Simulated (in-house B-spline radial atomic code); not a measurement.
# Sr⁹⁺: density, ELF and screening along the radius

Aim: the shell structure of Sr⁹⁺ in the radial density, the electron localisation function and the screened nuclear charge, under several settings.

Method: several methods, spin-polarised, as named in each step; spherical all-electron atom at the radial basis limit. Code: in-house B-spline radial atomic code version 1.

## Step 1: Starting point

* element: strontium (Z = 38)
* charge: +9
* electrons: 29
* configuration: [Ar] 3d10 4s1
* nucleus: point (non-relativistic runs) or finite (X2C runs)

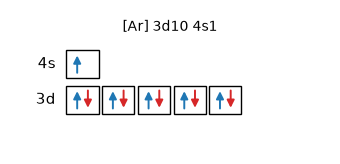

The shells outside the core, filled by Hund's rule for the drawing.

Where spins are not typed, each open shell is filled with up spins first.

## Step 2: LC-ωPBE, non-rel.

Input settings:

```ini
Z = 38
electrons = 29.0
configuration = [Ar] 3d10 4s1
hamiltonian = nr
method = lc_wpbe
spin_polarised = True
```

Launch:

```bash
> python run_scf.py task.json out
```

The settings of every run stand in task.json; they run in order.

## Step 3: LDA (VWN5), X2C

Input settings:

```ini
Z = 38
electrons = 29.0
configuration = [Ar] 3d10 4s1
hamiltonian = x2c
method = lda,vwn
spin_polarised = True
nucleus = fermi
rms_radius = 4.224
mass_number = 88
atomic_mass = 87.905612253
speed_of_light = 137.035999084
```

## Step 4: PBE, X2C

Changes to the settings of step 3:

```diff
@@ -4,3 +4,3 @@
 hamiltonian = x2c
-method = lda,vwn
+method = pbe,pbe
 spin_polarised = True
```

## Step 5: Hartree-Fock, X2C

Changes to the settings of step 4:

```diff
@@ -4,3 +4,3 @@
 hamiltonian = x2c
-method = pbe,pbe
+method = hf
 spin_polarised = True
```

## Step 6: ωB97X, X2C

Changes to the settings of step 5:

```diff
@@ -4,3 +4,3 @@
 hamiltonian = x2c
-method = hf
+method = wb97x
 spin_polarised = True
```

How large is the system in each run, where do the shell borders lie, and what is the highest level?

The runs gave:

| run | total energy (hartree) | highest level (eV) | radius holding 50 / 90 / 99 % (bohr) | radius at n = 0.001 (bohr) | ELF minima on the full grid (bohr) |
| --- | --- | --- | --- | --- | --- |
| LC-ωPBE, non-rel. | -3108.8540 | -172.63 | 0.352 / 0.751 / 1.42 | 2.19 | 0.062, 0.24, 1.1 |
| LDA (VWN5), X2C | -3150.7907 | -170.68 | 0.349 / 0.748 / 1.40 | 2.16 | 0.062, 0.23, 1.1 |
| PBE, X2C | -3154.6539 | -170.16 | 0.349 / 0.748 / 1.40 | 2.17 | 0.062, 0.23, 1.1 |
| Hartree-Fock, X2C | -3153.4810 | -176.30 | 0.350 / 0.744 / 1.41 | 2.18 | 0.062, 0.24, 1.1 |
| ωB97X, X2C | -3155.1788 | -174.33 | 0.349 / 0.746 / 1.39 | 2.16 | 0.062, 0.23, 1.1 |

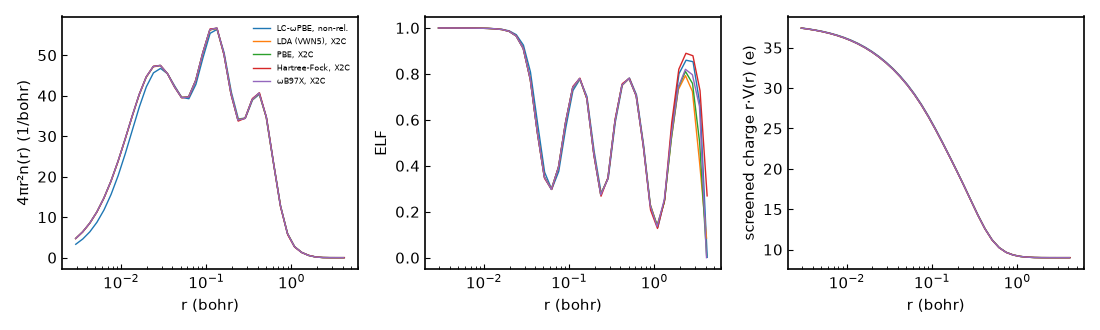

Radial density, ELF and screened nuclear charge of all runs.

In the first run ELF has 3 minima on the grid, which mark the borders between shells. On the record's full grid the screened charge (r times the electrostatic potential) falls from 37.9 near the nucleus to 9.00 at 4.2 bohr; far out it tends to the net charge, 9. The grid is coarse (about 21 % a step), so the places of minima are rough. For X2C runs ELF uses the non-relativistic kinetic energy density, and the fields carry no picture-change correction.
